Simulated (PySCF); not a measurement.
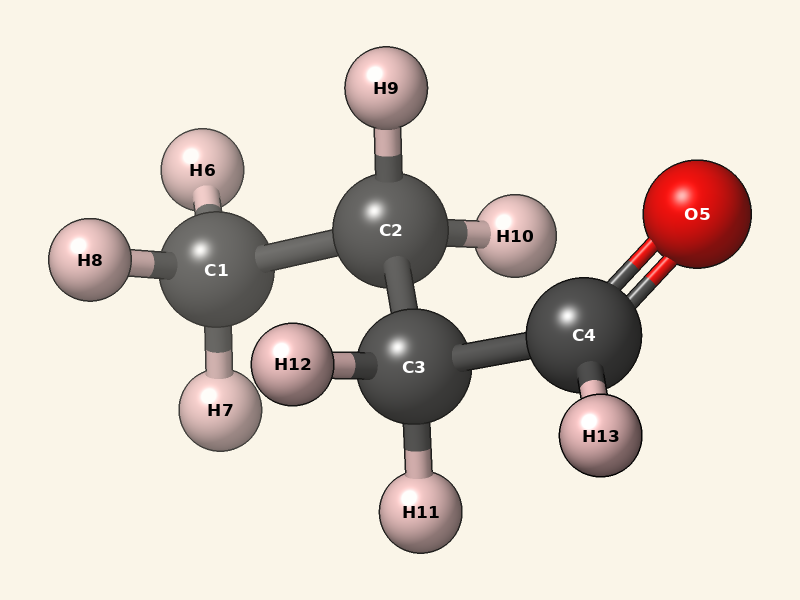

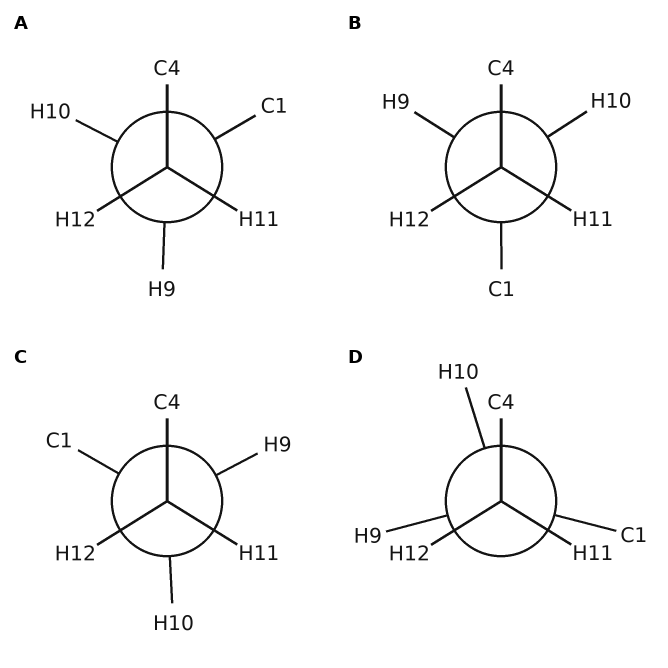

Distant atoms are faded towards the background colour. Bonds that would overlap in a projection are set slightly apart. The computed structure is the end point of a PBE0-D3(BJ)/def2-TZVP optimisation. No frequency run is at hand to confirm it as a minimum.

Q: Which Newman projection shows the view along C3–C2, with C3 in front?

A: B. The torsion angle C4–C3–C2–C1 is 180°, antiperiplanar (anti).
